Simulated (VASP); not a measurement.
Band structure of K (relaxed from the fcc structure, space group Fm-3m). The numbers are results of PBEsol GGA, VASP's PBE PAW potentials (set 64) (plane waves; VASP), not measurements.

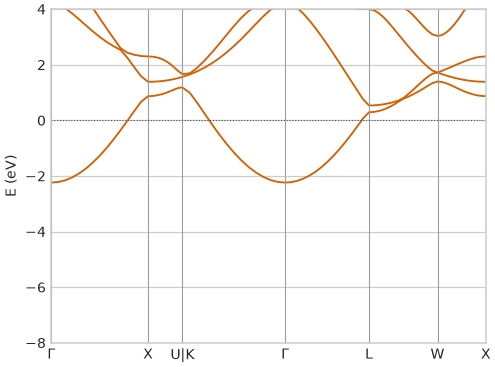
Figure: Bands along high-symmetry lines, zero at the valence-band maximum or, without a gap, the Fermi level

### Question
Read the plot: is there a gap, and where are the band edges?

### Answer
It has no gap at this level: it comes out as a metal or semimetal. (Edges off the drawn lines would not show.)

The structure was generated: K was put into the fcc type (Fm-3m), which need not be its known phase. It was relaxed first.
